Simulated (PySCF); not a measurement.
# C₃H₃F₃: what the fields show

Input file:

```
{"job": {"kind": "uv", "xc": "CAM-B3LYP", "basis": "def2-SVPD", "nstates": 8, "ntriplets": 3}, "charge": 0, "multiplicity": 1}
F      2.548866     0.232546    -0.325590
C      1.270228     0.495820    -0.049894
C      0.303630    -0.400940    -0.169251
F      0.535041    -1.660897    -0.581112
C     -1.145751    -0.155935     0.126939
F     -1.347759     1.127534     0.541121
H      1.094520     1.507709     0.278883
H     -1.753249    -0.316762    -0.772524
H     -1.491965    -0.823081     0.926248
```

Launched as:

```sh
OMP_NUM_THREADS=1 python probes_run.py task.json out
```

Geometry: GFN2-xTB.

All numbers below come from CAM-B3LYP/def2-SVPD, SCF density, gas phase (PySCF 2.14.0).

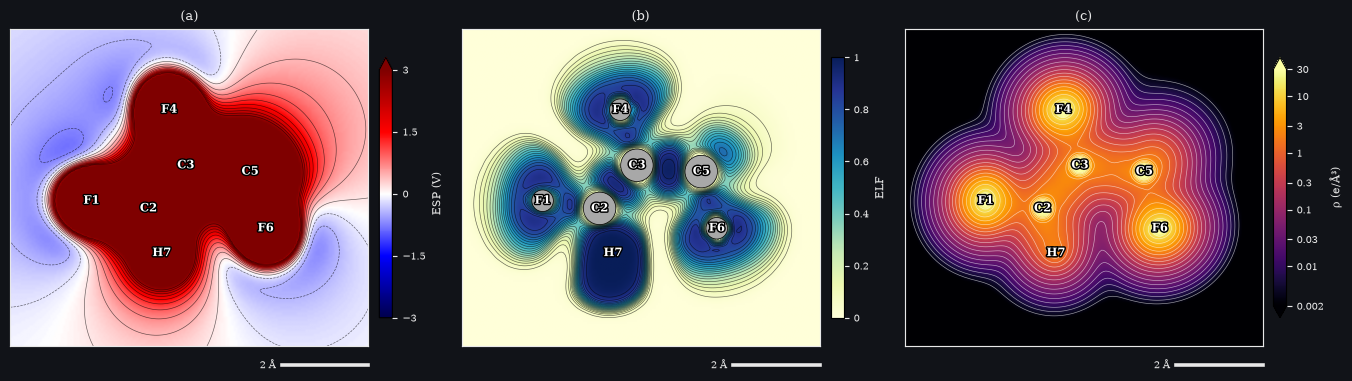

Figure 1. (a) electrostatic potential; (b) electron localisation function; (c) electron density on the plane of atoms C2, C3 and C5. Grey discs cover the atomic cores in the ELF map.

> What do the fields say about this system?

The plane passes through F, C and H nuclei. C–C (1.32 Å): ρ at the midpoint is about 2.4 e/Å³; the ELF peaks at about 0.95 between the atoms (a short, multiple covalent bond). C–F (1.33 Å): ρ is about 2.3 e/Å³ halfway; the ELF peaks at about 0.85 between the atoms (a polar covalent bond). C–H (1.08 Å): ρ at the midpoint is about 2.1 e/Å³; the ELF climbs to about 1 towards the hydrogen, as it does in any bond to H: a covalent bond by its length. C–C (1.50 Å): ρ is about 1.8 e/Å³ halfway; the ELF peaks at about 1 between the atoms, as expected for a covalent bond. The ELF also peaks beside F6, F1 and F4, away from the bonds: lone-pair regions. Outside the dense part of the molecule the potential is most negative (−0.8 V) near F1.

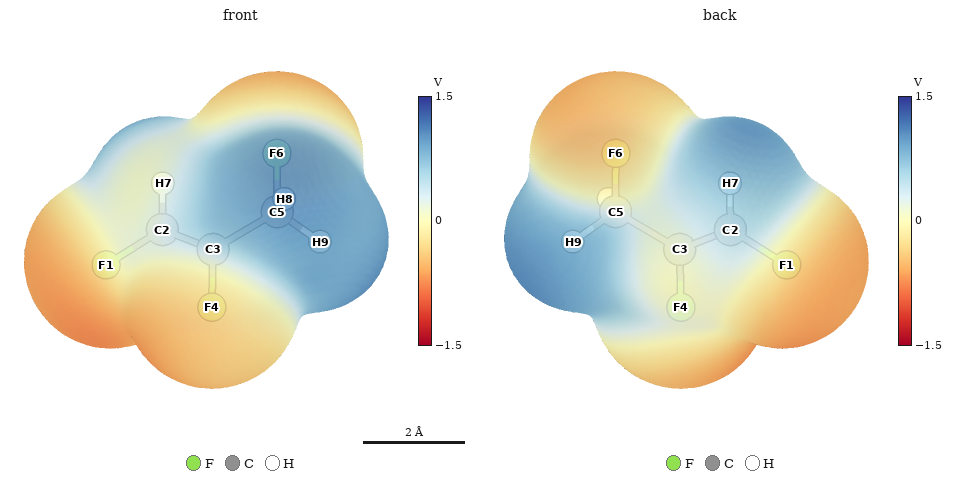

Figure 2. The electrostatic potential painted on the density surface at 0.001 e/bohr³, seen from the front and from behind; the colour scale runs from red (negative) to blue (positive).

> Where is the surface potential most negative and most positive?

The most negative region (about −0.7 V, or −16 kcal/mol for a unit charge) lies over F1, the most positive (about +1.0 V, or +23 kcal/mol for a unit charge) over H7, H8 and H9.

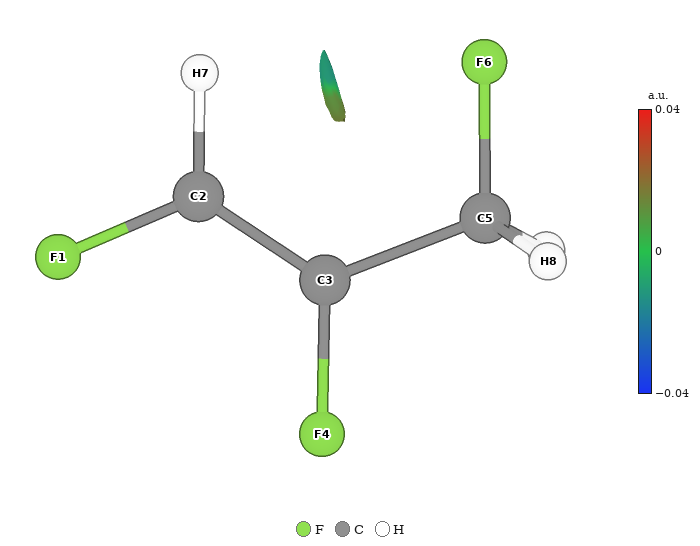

Figure 3. Non-covalent interaction (NCI) plot: the surface where the reduced density gradient is 0.5, for densities under 0.05 a.u., coloured by sign(λ₂)ρ; seen across its widest extent.

> Identify the weak interactions.

Between C2 and H7 on one side and F6 and C5 on the other: a weak contact, attractive (blue-green) on one side and crowded (olive to red) on the other.
